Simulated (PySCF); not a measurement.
# CoNOH: structure of the quartet

Aim: relax CoNOH as a quartet from a linear start, check by its vibrations whether the end is a minimum, and collect its spectrum and constants.

Method: PBE0, basis Co def2-TZVP, N def2-TZVP, O def2-TZVP, H def2-TZVP, no relativity, density fitting; program: PySCF 2.14.0.

### 1 The starting structure

4 atoms, charge 0, spin multiplicity 4.

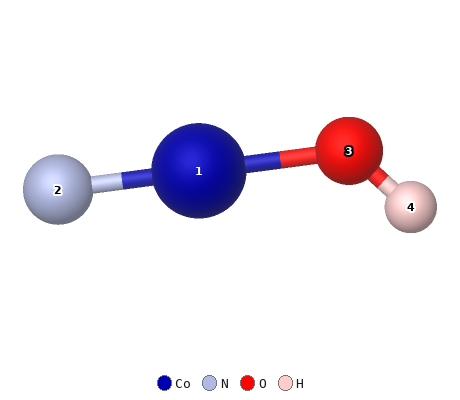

As it starts; cobalt blue, nitrogen light blue, oxygen red, hydrogen pink; atoms are numbered from 1 in the order of the file.

```xyz
4
charge 0 multiplicity 4
Co    0.0000    0.0000    0.0000
N     0.0000    0.0000    1.6300
O     0.0000    0.0000   -1.7400
H     0.7354    0.0000   -2.3571
```

### 2 Finding the electronic state

The steps below are one call of a driver around PySCF. For each, scf.py gives the equivalent set-up of the SCF; relaxations use the driver's own optimiser. After this first run the driver tries any further starts and a stability analysis.

Contents of scf.py:

```python
from pyscf import gto, scf, dft
mol = gto.M(atom='''
Co     0.000000     0.000000     0.000000
N      0.000000     0.000000     1.630000
O      0.000000     0.000000    -1.740000
H      0.735400     0.000000    -2.357100''',
    basis={'Co': 'def2-TZVP', 'N': 'def2-TZVP', 'O': 'def2-TZVP', 'H': 'def2-TZVP'},
    charge=0, spin=3)
mf = dft.UKS(mol, xc='PBE0')
mf.grids.atom_grid = (50, 194)
aux = {'Co': 'def2-universal-JKFIT', 'N': 'def2-universal-JKFIT', 'O': 'def2-universal-JKFIT', 'H': 'def2-universal-JKFIT'}
mf = mf.density_fit(auxbasis=aux)
mf.conv_tol = 1e-08
mf.diis_space = 10
mf.max_cycle = 60
mf.init_guess = 'minao'
mf.verbose = 4
mf.kernel()
```

Launch:

```
$ OMP_NUM_THREADS=4 python axn.py task.json out
```

Log (excerpt; [...] marks lines left out):

```text
[... the frontier levels of the middle cycles are left out ...]
init E= -1511.9638807598
[... the frontier-level lines of each cycle are left out ...]
cycle= 1 E= -1495.55976107752  delta_E= 16.4  |g|= 5.66  |ddm|= 32.2
cycle= 2 E= -1445.96535964757  delta_E= 49.6  |g|= 13.3  |ddm|= 32.6
cycle= 3 E= -1492.76707058499  delta_E= -46.8  |g|= 8.81  |ddm|= 8.03
cycle= 4 E= -1492.63166437417  delta_E= 0.135  |g|= 7.97  |ddm|= 3.59
cycle= 5 E= -1498.77675025889  delta_E= -6.15  |g|= 7.12  |ddm|=  4.1
cycle= 6 E= -1504.53822972414  delta_E= -5.76  |g|= 5.53  |ddm|= 4.74
cycle= 7 E= -1506.10361450985  delta_E= -1.57  |g|= 4.94  |ddm|= 1.94
cycle= 8 E= -1507.85006669274  delta_E= -1.75  |g|= 4.36  |ddm|= 1.15
cycle= 9 E= -1508.68361564193  delta_E= -0.834  |g|= 4.08  |ddm|= 0.667
cycle= 10 E= -1508.92230647053  delta_E= -0.239  |g|= 3.92  |ddm|= 0.259
cycle= 11 E= -1509.16606773613  delta_E= -0.244  |g|= 3.86  |ddm|= 0.479
cycle= 12 E= -1492.53482359182  delta_E= 16.6  |g|= 5.84  |ddm|= 25.2
cycle= 13 E= -1509.33505724313  delta_E= -16.8  |g|= 3.68  |ddm|= 25.1
cycle= 14 E= -1510.0063247228  delta_E= -0.671  |g|= 3.42  |ddm|= 0.364
[... 46 cycles left out ...]
SCF not converged.
init E= -1511.9638807598
[... 20 cycles left out ...]
SCF not converged.
init E= -1512.91686687552
[... 5 cycles left out ...]
cycle= 6 E= -1512.91907969616  delta_E= -0.00019  |g|= 0.0119  |ddm|= 0.014
cycle= 7 E= -1512.91921169112  delta_E= -0.000132  |g|= 0.00378  |ddm|= 0.0138
cycle= 8 E= -1512.91927803644  delta_E= -6.63e-05  |g|= 0.00333  |ddm|= 0.0124
cycle= 9 E= -1512.91930309488  delta_E= -2.51e-05  |g|= 0.00173  |ddm|= 0.00753
cycle= 10 E= -1512.91930982407  delta_E= -6.73e-06  |g|= 0.000707  |ddm|= 0.00375
cycle= 11 E= -1512.91931203874  delta_E= -2.21e-06  |g|= 0.00047  |ddm|= 0.00253
cycle= 12 E= -1512.91931282214  delta_E= -7.83e-07  |g|= 0.000193  |ddm|= 0.00145
cycle= 13 E= -1512.9193131445  delta_E= -3.22e-07  |g|= 0.00013  |ddm|= 0.000944
cycle= 14 E= -1512.91931336562  delta_E= -2.21e-07  |g|= 0.000116  |ddm|= 0.000926
cycle= 15 E= -1512.91931348846  delta_E= -1.23e-07  |g|= 6.5e-05  |ddm|= 0.000724
cycle= 16 E= -1512.91931355898  delta_E= -7.05e-08  |g|= 4.96e-05  |ddm|= 0.000638
cycle= 17 E= -1512.9193135809  delta_E= -2.19e-08  |g|= 3.19e-05  |ddm|= 0.000291
cycle= 18 E= -1512.91931359611  delta_E= -1.52e-08  |g|= 2.62e-05  |ddm|= 0.000337
cycle= 19 E= -1512.91931360156  delta_E= -5.45e-09  |g|= 2.08e-05  |ddm|= 0.000215
Extra cycle  E= -1512.91931360182  delta_E= -2.56e-10  |g|= 5.8e-05  |ddm|= 5.22e-05
converged SCF energy = -1512.91931360182  <S^2> = 4.2316233  2S+1 = 4.233969
```

This step, with its further starts and checks, took 28 s on 4 threads of Intel Xeon Platinum 8488C (Sapphire Rapids), shared host.

The starts that the driver tried:

| start | energy (Eh) |
| --- | --- |
| the minimal-basis guess | -1512.919314 |
| a thermally smeared density | -1512.913812 |
| a smeared PBE density | -1512.919552 |

Where DIIS stalls, the driver goes on with a level shift of 0.3 Eh and then with a second-order solver.

This is not the lowest solution: one lies 0.6 kJ/mol lower, at -1512.91955 Eh, and the relaxation starts from that.

### 3 Linear start, quartet: relaxation

The program finds Cs symmetry in the start, which this walk keeps.

Changes to scf.py since step 2:

```diff
@@ -3,4 +3,4 @@
-Co     0.000000     0.000000     0.000000
-N      0.000000     0.000000     1.630000
-O      0.000000     0.000000    -1.740000
-H      0.735400     0.000000    -2.357100''',
+Co    -0.008241     0.000000     0.082074
+N     -0.008241     0.000000     1.712074
+O     -0.008241     0.000000    -1.657926
+H      0.727159     0.000000    -2.275026''',
@@ -16 +15,0 @@
-mf.init_guess = 'minao'
```

Energy and gradient, step by step:

| step | energy (Eh) | change (kJ/mol) | largest symmetric gradient (Eh/bohr) |
| --- | --- | --- | --- |
| 0 | -1512.919552 | 0.00 | 0.02095 |
| 1 | -1512.920621 | -2.81 | 0.00884 |
| 2 | -1512.920963 | -3.71 | 0.00589 |
| 3 | -1512.921097 | -4.06 | 0.00367 |
| 4 | -1512.921167 | -4.24 | 0.00150 |
| 5 | -1512.921190 | -4.30 | 0.00137 |
| 6 | -1512.921199 | -4.32 | 0.00120 |
| 7 | -1512.921202 | -4.33 | 0.00057 |
| 8 | -1512.921202 | -4.33 | 0.00009 |

The walk took 17 s.

Positions (Å) and forces (eV/Å) along the way:

```
step 0
Co  -0.008   0.000   0.082   0.104   0.000   0.158
N   -0.008   0.000   1.712  -0.053   0.000   0.794
O   -0.008   0.000  -1.658   0.093   0.000  -1.077
H    0.727   0.000  -2.275  -0.145   0.000   0.125
step 1
Co  -0.003   0.000   0.089   0.139   0.000  -0.266
N   -0.014   0.000   1.739  -0.061   0.000   0.455
O   -0.008   0.000  -1.679  -0.194   0.000  -0.146
H    0.727   0.000  -2.288   0.117   0.000  -0.042
step 4
Co   0.033   0.000   0.081   0.055   0.000  -0.022
N   -0.034   0.000   1.774  -0.023   0.000  -0.077
O   -0.023   0.000  -1.698  -0.035   0.000   0.071
H    0.726   0.000  -2.295   0.004   0.000   0.028
step 8
Co   0.047   0.000   0.080   0.000   0.000   0.004
N   -0.041   0.000   1.767  -0.003   0.000   0.002
O   -0.027   0.000  -1.695   0.004   0.000  -0.001
H    0.723   0.000  -2.291  -0.001   0.000  -0.004
```

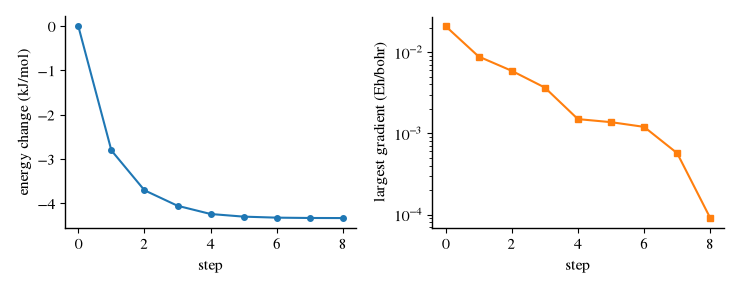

Energy and largest gradient along the walk.

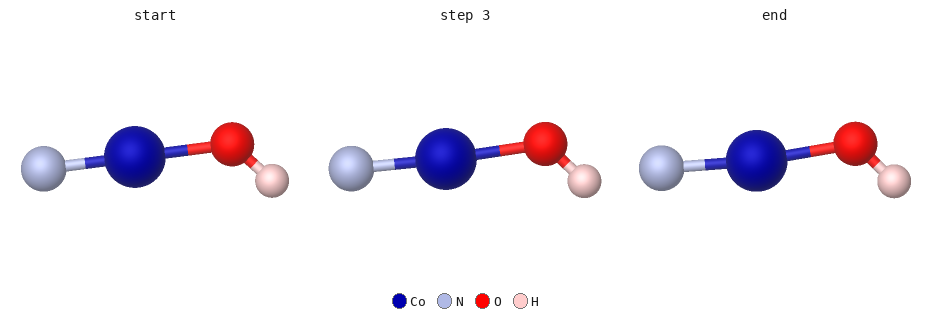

Start and end of the relaxation, with a step between.

After 8 steps and 4.3 kJ/mol it ends at Cs: Co–N 1.690 Å, Co–O 1.776 Å, O–H 0.957 Å; Co–O–H 126.1°, N–Co–O 174.6°.

### 4 Is it a minimum? Harmonic modes

On the finer grid the gradient is checked again; gradients at displacements of ±0.02 bohr then give force constants and infrared intensities.

Changes to scf.py since step 3:

```diff
@@ -3,4 +3,4 @@
-Co    -0.008241     0.000000     0.082074
-N     -0.008241     0.000000     1.712074
-O     -0.008241     0.000000    -1.657926
-H      0.727159     0.000000    -2.275026''',
+Co     0.019515     0.000000     0.079571
+N     -0.068893     0.000000     1.767208
+O     -0.054469     0.000000    -1.695351
+H      0.695180     0.000000    -2.291031''',
@@ -10 +10 @@
-mf.grids.atom_grid = (50, 194)
+mf.grids.atom_grid = (75, 302)
@@ -13 +13 @@
-mf.conv_tol = 1e-08
+mf.conv_tol = 1e-10
```

The driver hands on the density of the step before, so the log starts near convergence.

Log of the central SCF (cycles and frontier levels):

```text
init E= -1512.92110593122
[... the frontier-level lines of each cycle are left out ...]
cycle= 1 E= -1512.92110593124  delta_E= -1.21e-11  |g|= 5.84e-07  |ddm|= 2.05e-06
Extra cycle  E= -1512.92110593123  delta_E= 9.55e-12  |g|= 1.18e-06  |ddm|= 1.66e-06
converged SCF energy = -1512.92110593123  <S^2> = 4.3317159  2S+1 = 4.2809886
```

The whole step took 2 min.

Geometry: Cs; Co–N 1.690 Å, Co–O 1.776 Å, O–H 0.958 Å; Co–O–H 126.1°, N–Co–O 174.6°.

Harmonic modes (main isotopes):

```
symmetry  ω (cm⁻¹)  IR (km/mol)
     a''       44i          4.0
      a'       155         24.5
      a'       512         15.5
      a'       604          162
      a'       710          119
      a'      3920         91.2
```

With 1 mode imaginary (up to 44i cm⁻¹) this point is a saddle.

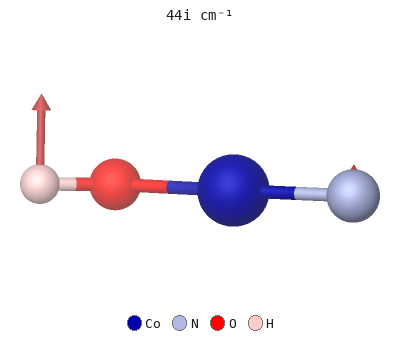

The imaginary mode, as arrows.

Constants and moments:

* Dipole moment: 1.97 D
* Highest occupied level: -7.66 eV
* Lowest empty level: -3.62 eV
* Rotational constants: 28.5, 0.1767, 0.1756 cm⁻¹
* Zero-point energy (real modes): 35.3 kJ/mol
* Principal polarisabilities: 23.1, 23.4, 60.9 bohr³
* Atomisation energy without zero-point energy: 973 kJ/mol
* Principal traceless quadrupole moments about the centre of mass: -10.44, 3.87, 6.57 D Å
* Spin squared ⟨S²⟩: 4.332

Charges (e) and bond orders:

```json
{"atom": "Co1", "Mulliken": "0.69", "Löwdin": "0.44", "polar tensor": "1.09", "spin (Mulliken)": "2.79", "Mayer order to Co1": "–"}
{"atom": "N2", "Mulliken": "-0.33", "Löwdin": "-0.21", "polar tensor": "-0.45", "spin (Mulliken)": "0.11", "Mayer order to Co1": "1.68"}
{"atom": "O3", "Mulliken": "-0.68", "Löwdin": "-0.38", "polar tensor": "-0.91", "spin (Mulliken)": "0.10", "Mayer order to Co1": "0.95"}
{"atom": "H4", "Mulliken": "0.32", "Löwdin": "0.15", "polar tensor": "0.27", "spin (Mulliken)": "0.00", "Mayer order to Co1": "0.01"}
```

Mulliken populations on Co1: s 6.59, p 12.34, d 7.38, f 0.00.

### 5 Downhill along the imaginary mode

The atoms are moved a little along the softest imaginary mode and relaxed again.

The program finds C1 symmetry in the start. Threshold on the gradient: 0.0003 Eh/bohr, with a further test on the energy change.

Changes to scf.py since step 4:

```diff
@@ -3,4 +3,4 @@
-Co     0.019515     0.000000     0.079571
-N     -0.068893     0.000000     1.767208
-O     -0.054469     0.000000    -1.695351
-H      0.695180     0.000000    -2.291031''',
+Co     0.019351     0.039253     0.079462
+N     -0.069057    -0.087779     1.767099
+O     -0.054633    -0.052029    -1.695459
+H      0.695016    -0.250000    -2.291140''',
@@ -10 +10 @@
-mf.grids.atom_grid = (75, 302)
+mf.grids.atom_grid = (50, 194)
@@ -13 +13 @@
-mf.conv_tol = 1e-10
+mf.conv_tol = 1e-08
```

The optimiser's trace:

| step | energy (Eh) | change (kJ/mol) | largest gradient (Eh/bohr) |
| --- | --- | --- | --- |
| 0 | -1512.920828 | 0.00 | 0.01484 |
| 1 | -1512.921224 | -1.04 | 0.00297 |
| 2 | -1512.921244 | -1.09 | 0.00102 |
| 3 | -1512.921253 | -1.12 | 0.00069 |
| 4 | -1512.921259 | -1.13 | 0.00062 |
| 5 | -1512.921264 | -1.15 | 0.00045 |
| 6 | -1512.921270 | -1.16 | 0.00062 |
| 7 | -1512.921320 | -1.29 | 0.00076 |
| 8 | -1512.921356 | -1.39 | 0.00190 |
| 9 | -1512.921370 | -1.42 | 0.00116 |
| 10 | -1512.921421 | -1.56 | 0.00143 |
| 11 | -1512.921506 | -1.78 | 0.00356 |
| 12 | -1512.921632 | -2.11 | 0.00519 |
| 13 | -1512.921777 | -2.49 | 0.00660 |
| 14 | -1512.922092 | -3.32 | 0.00880 |
| 15 | -1512.922563 | -4.56 | 0.00745 |
| 16 | -1512.922787 | -5.14 | 0.00673 |
| 17 | -1512.922890 | -5.41 | 0.00461 |
| 18 | -1512.922975 | -5.64 | 0.00292 |
| 19 | -1512.923030 | -5.78 | 0.00197 |
| 20 | -1512.923069 | -5.88 | 0.00134 |
| 21 | -1512.923081 | -5.92 | 0.00081 |
| 22 | -1512.923082 | -5.92 | 0.00042 |
| 23 | -1512.923083 | -5.92 | 0.00019 |

The walk took 2 min.

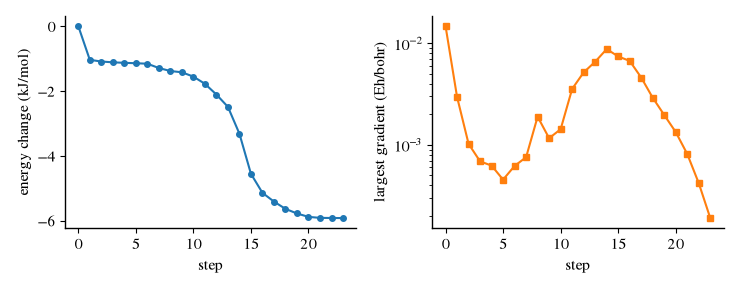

How energy and gradient fall.

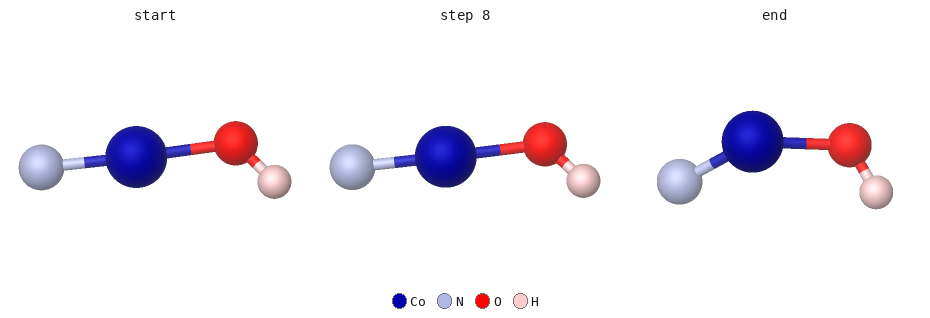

Start and end of the relaxation, with a step between.

End point (C1, 23 steps, 5.9 kJ/mol gained): Co–N 1.581 Å, Co–O 1.763 Å, O–H 0.960 Å; Co–O–H 119.2°, N–Co–O 133.9°.

### 6 Is it a minimum? Harmonic modes

As before: finer grid, then central differences.

Changes to scf.py since step 5:

```diff
@@ -3,4 +3,4 @@
-Co     0.019351     0.039253     0.079462
-N     -0.069057    -0.087779     1.767099
-O     -0.054633    -0.052029    -1.695459
-H      0.695016    -0.250000    -2.291140''',
+Co    -0.049966     0.206275     0.111275
+N      0.170738    -0.532262     1.494077
+O      0.000796    -0.282879    -1.582414
+H      0.823769    -0.600772    -1.959422''',
@@ -10 +10 @@
-mf.grids.atom_grid = (50, 194)
+mf.grids.atom_grid = (75, 302)
@@ -13 +13 @@
-mf.conv_tol = 1e-08
+mf.conv_tol = 1e-10
```

Log of the central SCF (cycles and frontier levels):

```text
init E= -1512.92298101738
[... the frontier-level lines of each cycle are left out ...]
cycle= 1 E= -1512.92298101725  delta_E= 1.31e-10  |g|= 2.27e-05  |ddm|= 8.73e-06
cycle= 2 E= -1512.92298101314  delta_E= 4.11e-09  |g|= 0.000132  |ddm|= 4.61e-05
cycle= 3 E= -1512.92298101738  delta_E= -4.24e-09  |g|= 1.24e-06  |ddm|= 3.95e-05
cycle= 4 E= -1512.9229810174  delta_E= -2.05e-11  |g|= 1.02e-06  |ddm|= 1.13e-06
Extra cycle  E= -1512.92298101741  delta_E= -4.55e-12  |g|= 1.21e-06  |ddm|= 3.09e-06
converged SCF energy = -1512.92298101741  <S^2> = 3.959775  2S+1 = 4.1035472
```

The whole step took 3.3 min on 4 threads of Intel Xeon Platinum 8488C (Sapphire Rapids), shared host.

Geometry: C1; Co–N 1.583 Å, Co–O 1.764 Å, O–H 0.959 Å; Co–O–H 119.6°, N–Co–O 134.9°.

Harmonic modes (main isotopes):

| symmetry | ω (cm⁻¹) | IR (km/mol) |
| --- | --- | --- |
| a | 119 | 6.2 |
| a | 256 | 122 |
| a | 656 | 162 |
| a | 696 | 31.1 |
| a | 816 | 56.6 |
| a | 3897 | 89.2 |

All wavenumbers are real: a minimum.

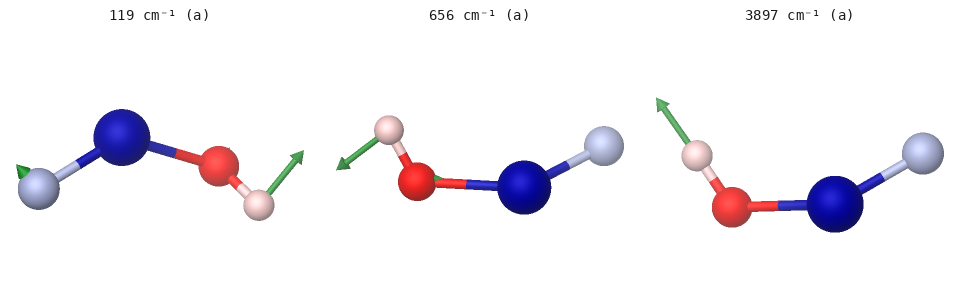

Displacements of 3 of the modes, as arrows (one member where a mode is degenerate).

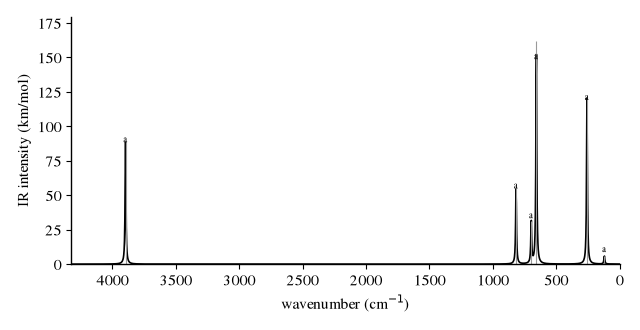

The harmonic infrared spectrum (widths in cm⁻¹). Lines are broadened to a width of 8 cm⁻¹ (Lorentzian).

Constants and moments:

| Item | Value |
| --- | --- |
| Dipole moment | 2.02 D |
| Highest occupied level | -7.44 eV |
| Lowest empty level | -3.41 eV |
| Rotational constants | 1.815, 0.2205, 0.1988 cm⁻¹ |
| Zero-point energy | 38.5 kJ/mol |
| Principal polarisabilities | 23.9, 29.3, 55.0 bohr³ |
| Atomisation energy without zero-point energy | 978 kJ/mol |
| Principal traceless quadrupole moments about the centre of mass | -9.05, 1.29, 7.76 D Å |
| Entropy at 298.15 K and 1 bar (electronic part: spin only) | 294.5 J/(mol K) |
| Heat capacity Cp at 298.15 K | 58.6 J/(mol K) |
| Enthalpy at 298.15 K above 0 K | 13.84 kJ/mol |
| Rotational symmetry number | 1 |
| Spin squared ⟨S²⟩ | 3.960 |

Charges (e) and bond orders:

| atom | Mulliken | Löwdin | polar tensor | spin (Mulliken) | Mayer order to Co1 |
| --- | --- | --- | --- | --- | --- |
| Co1 | 0.80 | 0.35 | 0.98 | 2.39 | – |
| N2 | -0.42 | -0.16 | -0.42 | 0.56 | 2.12 |
| O3 | -0.71 | -0.35 | -0.83 | 0.05 | 0.88 |
| H4 | 0.33 | 0.16 | 0.27 | 0.00 | 0.01 |

Outer orbital energies (eV). α occupied: -12.06, -11.75, -11.36, -10.52, -8.89, -8.72, -7.65, -7.44; empty: -3.34, -0.85, 1.70, 2.36. β occupied: -20.38, -13.58, -10.25, -10.04, -9.37, -9.05, -8.72, -7.89; empty: -3.41, -2.72, -2.45, -2.11.

Mulliken populations on Co1: s 6.45, p 12.31, d 7.44, f 0.00.

### 7 The points found, side by side

| spin | group | bonds | imaginary modes (cm⁻¹) | ΔE (kJ/mol) | with zero-point energy |
| --- | --- | --- | --- | --- | --- |
| quartet | C1 | Co–N 1.583 Å, Co–O 1.764 Å, O–H 0.959 Å | none | 0.0 | 0.0 |
| quartet | Cs | Co–N 1.690 Å, Co–O 1.776 Å, O–H 0.958 Å | 44i | 4.9 | – |

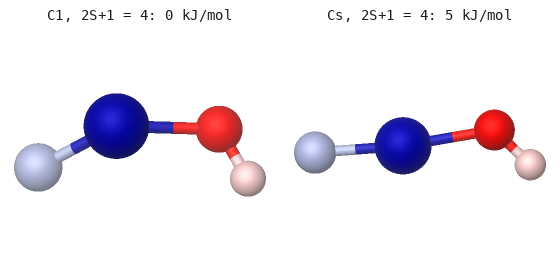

The points, lowest first (cobalt blue, nitrogen light blue, oxygen red, hydrogen pink).

### 8 Outcome

```
                                          quantity                                                                  value
                                           minimum                                                            quartet, C1
                                          geometry  Co–N 1.583 Å, Co–O 1.764 Å, O–H 0.959 Å; Co–O–H 119.6°, N–Co–O 134.9°
                                wavenumbers (cm⁻¹)                  119 (a), 256 (a), 656 (a), 696 (a), 816 (a), 3897 (a)
                                     dipole moment                                                                 2.02 D
highest occupied, lowest empty level (either spin)                                                        -7.44, -3.41 eV
                        polar-tensor charge of Co1                                                                +0.98 e
                                 zero-point energy                                                            38.5 kJ/mol
                               entropy at 298.15 K                                                        294.5 J/(mol K)
         atomisation energy (no zero-point energy)                                                             978 kJ/mol
                                              ⟨S²⟩                                                                  3.960
```

In words: The linear start ends in a minimum without symmetry. The strongest infrared band lies at 656 cm⁻¹ (a). Most of the spin sits on Co1 (Mulliken spin 2.39, against 3 for the whole molecule). Only this shape and spin were tried, so other structures or states may lie lower. The determinant is spin-contaminated (⟨S²⟩ = 3.96, pure value 3.75). One determinant may miss the lowest occupation of an open d or f shell.

The search up to here took 8 min.
